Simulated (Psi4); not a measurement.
# One shape, several levels: triplet CH8Si2

We compute a comparison of 4 runs (UHF/def2-SVP, UPBE/def2-SVP, UCCSD/def2-SVP, UCCSD(T)/def2-SVP) of triplet CH8Si2. 

The results are computed with Psi4 1.11.

5 further runs of the same task are left out: 4 that didn't finish, 1 set aside as unsound or not needed.

**1. The molecule**

CH8Si2: 11 atoms, total charge 0, spin state triplet. SMILES of the parent species: `[SiH3]C[SiH3]`. The shape is that of a PBE0-D4/def2-TZVP optimisation. That shape belongs to the parent species and isn't relaxed for this state.

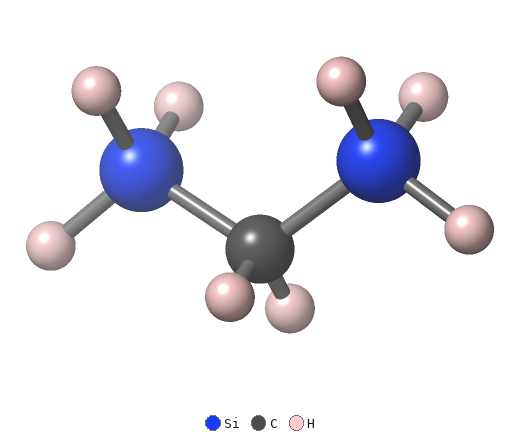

The structure, seen from a chosen angle (silicon blue, carbon dark grey, hydrogen pink).

**2. Energy and gradient at UHF/def2-SVP (run 1)**

Contents of ch8si2.inp:

```
memory 2.2 GB

molecule {
  0 3
  Si    -1.158980     1.034720    -0.344660
  C     -0.286340    -0.621440    -0.365590
  Si     1.335180    -0.652340     0.569590
  H     -2.435800     0.976800    -1.106490
  H     -0.293510     2.078920    -0.955560
  H     -1.463790     1.436810     1.054620
  H     -0.954100    -1.377620     0.060730
  H     -0.099440    -0.908830    -1.405770
  H      1.110650    -0.304370     1.998260
  H      2.282060     0.336720    -0.011600
  H      1.964060    -1.999380     0.506460
  symmetry c1
  no_reorient
  no_com
}

set {
  basis         def2-SVP
  reference     uhf
  puream        true
  e_convergence 1e-09
  d_convergence 1e-08
  scf_type      pk
  maxiter       100
}

result, w = gradient('scf', return_wfn=True)
oeprop(w, 'MAYER_INDICES', 'QUADRUPOLE', 'LOWDIN_CHARGES', title='SCF')
```

On the command line:

```
$ psi4 -i ch8si2.inp -o ch8si2.out -n 1
```

ch8si2.out:

```text
[...]
  Running in c1 symmetry.
[...]
  Nuclear repulsion =  151.529950661497395
[...]
  Multiplicity = 3
[...]
  Nalpha       = 22
  Nbeta        = 20
[...]
    Number of basis functions: 90
[...]
   @UHF iter   1:  -619.70888265801034   -1.97619e-01   3.92904e-03 ADIIS/DIIS
[...]
   @UHF iter  26:  -619.86435037626666    4.64297e-10   8.30558e-09 DIIS
[...]
   @S^2 Observed:                2.018720718E+00
[...]
  @UHF Final Energy:  -619.86435037626666
   => Energetics <=
    Nuclear Repulsion Energy =            151.5299506614973950
    One-Electron Energy =               -1157.1495237136839478
    Two-Electron Energy =                 385.7552226759198675
    Total Energy =                       -619.8643503762666569
  UHF NO Occupations:
  HONO-2 :   20  A 1.9955665
  HONO-1 :   21  A 1.0000000
[...]
  -Total Gradient:
     Atom            X                  Y                   Z
    ------   -----------------  -----------------  -----------------
       1        0.014028404491    -0.091998158272    -0.021229893953
       2        0.033905748534     0.073748797168     0.043349655110
       3       -0.071934195907    -0.033825905756    -0.052732472461
       4       -0.006037894801     0.019583499221     0.002741667072
       5       -0.000460344659     0.007783784699    -0.000298187830
       6       -0.002488781518     0.006662014598     0.003195010084
       7        0.005614219116     0.006605632016    -0.003088424226
       8       -0.001230892545     0.002845441047     0.008646716017
       9        0.004816927961     0.001716385739     0.005877599680
      10        0.006864564259     0.002829492951     0.002382606313
      11        0.016922245068     0.004049016590     0.011155724194
[...]
 Multipole Moments:
 ------------------------------------------------------------------------------------
     Multipole            Electronic (a.u.)      Nuclear  (a.u.)        Total (a.u.)
 ------------------------------------------------------------------------------------
 L = 1.  Multiply by 2.5417464519 to convert [e a0] to [Debye]
 Dipole X            :         -1.7904722            1.6230669           -0.1674053
 Dipole Y            :         -3.8867547            3.5219393           -0.3648154
 Dipole Z            :         -2.2855522            2.0713855           -0.2141667
 Magnitude           :                                                    0.4549529
 L = 2.  Multiply by 1.3450342976 to convert [e a0^2] to [Debye ang]
 Quadrupole XX       :       -258.1256813          227.2487328          -30.8769485
 Quadrupole XY       :        125.0692491         -125.3434197           -0.2741706
[...]
```

Wall time 4.8 s (1 thread of Intel Xeon 6975P-C (Granite Rapids), shared host); peak memory 0.31 GiB.

**3. A single-point energy at UPBE/def2-SVP (run 2)**

Contents of ch8si2.dat:

```
memory 2200 mb

molecule mol {
  0 3
  Si    -1.158980     1.034720    -0.344660
  C     -0.286340    -0.621440    -0.365590
  Si     1.335180    -0.652340     0.569590
  H     -2.435800     0.976800    -1.106490
  H     -0.293510     2.078920    -0.955560
  H     -1.463790     1.436810     1.054620
  H     -0.954100    -1.377620     0.060730
  H     -0.099440    -0.908830    -1.405770
  H      1.110650    -0.304370     1.998260
  H      2.282060     0.336720    -0.011600
  H      1.964060    -1.999380     0.506460
  symmetry c1
}

set {
  reference uks
  puream true
  e_convergence 1e-09
  d_convergence 1e-08
  scf_type pk
  dft_radial_points 99
  dft_spherical_points 590
  maxiter 100
}

E, wfn = energy('pbe/def2-SVP', return_wfn=True)
oeprop(wfn, 'MAYER_INDICES', 'DIPOLE', 'MULLIKEN_CHARGES')
print_variables()
```

On the command line:

```
$ psi4 -i ch8si2.dat -o ch8si2.out -n 1
```

ch8si2.out:

```text
[...]
  Running in c1 symmetry.
[...]
  Nuclear repulsion =  151.529950661497395
[...]
  Multiplicity = 3
[...]
  Nalpha       = 22
  Nbeta        = 20
[...]
    Number of basis functions: 90
[...]
   @UKS iter   1:  -620.59483123477548    2.58616e-01   9.37667e-03 ADIIS/DIIS
[...]
   @UKS iter  21:  -621.03287373570424   -3.29692e-12   9.90104e-09 DIIS
[...]
   @S^2 Observed:                2.004108773E+00
[...]
  @UKS Final Energy:  -621.03287373570424
   => Energetics <=
    Nuclear Repulsion Energy =            151.5299506614973950
    One-Electron Energy =               -1158.2470046274133892
    Two-Electron Energy =                 435.4012382443912088
    DFT Exchange-Correlation Energy =     -49.7170580141794289
    Empirical Dispersion Energy =           0.0000000000000000
    VV10 Nonlocal Energy =                  0.0000000000000000
    Total Energy =                       -621.0328737357042428
[...]
 Multipole Moments:
 ------------------------------------------------------------------------------------
     Multipole            Electronic (a.u.)      Nuclear  (a.u.)        Total (a.u.)
 ------------------------------------------------------------------------------------
 L = 1.  Multiply by 2.5417464519 to convert [e a0] to [Debye]
 Dipole X            :         -0.1949644           -0.0521295           -0.2470939
 Dipole Y            :         -0.4230252           -0.1130379           -0.5360631
 Dipole Z            :         -0.2488453           -0.0664233           -0.3152685
 Magnitude           :                                                    0.6691885
[...]
  Mulliken Charges: (a.u.)
   Center  Symbol    Alpha    Beta     Spin     Total
       1    SI     7.37143  6.67170  0.69973 -0.04313
       2     C     3.06364  2.93110  0.13254  0.00527
       3    SI     7.37145  6.67169  0.69977 -0.04314
       4     H     0.56354  0.38503  0.17851  0.05143
       5     H     0.49848  0.51829 -0.01981 -0.01677
       6     H     0.49848  0.51827 -0.01979 -0.01675
       7     H     0.53626  0.44117  0.09508  0.02257
       8     H     0.53623  0.44116  0.09508  0.02261
       9     H     0.49848  0.51827 -0.01979 -0.01675
      10     H     0.49848  0.51829 -0.01981 -0.01677
      11     H     0.56353  0.38504  0.17849  0.05142
[...]
```

Wall time 38 s (1 thread of Intel Xeon 6975P-C (Granite Rapids), shared host); peak memory 1 GiB.

Run 3 isn't shown in full; the table further down has it.

**4. A single-point energy at UCCSD(T)/def2-SVP (run 4)**

Contents of calc.dat:

```
memory 2.2 GB

molecule molecule1 {
  0 3
  Si    -1.158980     1.034720    -0.344660
  C     -0.286340    -0.621440    -0.365590
  Si     1.335180    -0.652340     0.569590
  H     -2.435800     0.976800    -1.106490
  H     -0.293510     2.078920    -0.955560
  H     -1.463790     1.436810     1.054620
  H     -0.954100    -1.377620     0.060730
  H     -0.099440    -0.908830    -1.405770
  H      1.110650    -0.304370     1.998260
  H      2.282060     0.336720    -0.011600
  H      1.964060    -1.999380     0.506460
  units angstrom
  symmetry c1
  no_reorient
  no_com
}

set basis def2-SVP
set reference uhf
set puream true
set e_convergence 1e-09
set d_convergence 1e-08
set scf_type pk
set num_frozen_docc 11
set maxiter 100

energy("ccsd(t)")
```

On the command line:

```
$ psi4 -i calc.dat -o calc.out -n 1
```

calc.out:

```text
[...]
  Running in c1 symmetry.
[...]
  Nuclear repulsion =  151.529950661497395
[...]
  Multiplicity = 3
[...]
  Nalpha       = 22
  Nbeta        = 20
[...]
    Number of basis functions: 90
[...]
   @UHF iter   1:  -619.70888265801034   -1.97619e-01   3.92904e-03 ADIIS/DIIS
[...]
   @UHF iter  26:  -619.86435037626666    4.64297e-10   8.30558e-09 DIIS
[...]
   @S^2 Observed:                2.018720718E+00
[...]
    Orbital Energies [Eh]
    ---------------------
    Alpha Occupied:
       1A    -68.798106     2A    -68.798077     3A    -11.304923
       4A     -6.167344     5A     -6.167328     6A     -4.282438
       7A     -4.282390     8A     -4.276050     9A     -4.276036
      10A     -4.275770    11A     -4.275756    12A     -1.067159
      13A     -0.770227    14A     -0.732468    15A     -0.655314
      16A     -0.589500    17A     -0.563474    18A     -0.495574
      19A     -0.495518    20A     -0.486193    21A     -0.481886
      22A     -0.077003
    Alpha Virtual:
      23A      0.135311    24A      0.145737    25A      0.164744
[...]
  @UHF Final Energy:  -619.86435037626666
   => Energetics <=
    Nuclear Repulsion Energy =            151.5299506614973950
    One-Electron Energy =               -1157.1495237136839478
    Two-Electron Energy =                 385.7552226759198675
    Total Energy =                       -619.8643503762666569
  UHF NO Occupations:
  HONO-2 :   20  A 1.9955665
  HONO-1 :   21  A 1.0000000
[...]
 Multipole Moments:
 ------------------------------------------------------------------------------------
     Multipole            Electronic (a.u.)      Nuclear  (a.u.)        Total (a.u.)
 ------------------------------------------------------------------------------------
 L = 1.  Multiply by 2.5417464519 to convert [e a0] to [Debye]
 Dipole X            :         -1.7904722            1.6230669           -0.1674053
 Dipole Y            :         -3.8867547            3.5219393           -0.3648154
 Dipole Z            :         -2.2855522            2.0713855           -0.2141667
 Magnitude           :                                                    0.4549529
[...]
      * MP2 total energy                      = -620.219538646050978
[...]
      * CCSD total energy                     = -620.285288849247991
[...]
      * CCSD(T) total energy                     = -620.299777735887687
[...]
```

Wall time 66 s (1 thread of Intel Xeon 6975P-C (Granite Rapids), shared host); peak memory 0.62 GiB.

**5. All runs side by side**

```
run              level      task         integration grid  energy (Eh)  HOMO energy (eV)   ⟨S²⟩  wall time
  1       UHF/def2-SVP  gradient                        –  -619.864350             -2.10  2.019      4.8 s
  2      UPBE/def2-SVP    energy  99 radial × 590 angular  -621.032874             -0.89  2.004       38 s
  3     UCCSD/def2-SVP    energy                        –  -620.285289             -2.10  2.019       47 s
  4  UCCSD(T)/def2-SVP    energy                        –  -620.299778             -2.10  2.019       66 s
```

**6. What came out**

| quantity | value |
| --- | --- |
| run 4: total energy | -620.29978 Eh |
| run 4: HOMO energy (Hartree–Fock orbitals) (highest over α and β) | -2.10 eV |
| run 4: correlation energy (11 core orbitals frozen) | -435.4 mEh |
| run 4: (T) correction | -14.49 mEh |
| run 4: ⟨S²⟩ of the reference determinant | 2.019 |
| run 4: T1 diagnostic | 0.043 |

In words: Below the UHF energy at the same shape and in the same basis (def2-SVP): UCCSD -420.9 mEh; UCCSD(T) -435.4 mEh. All runs together took 2.6 min, the longest 66 s.
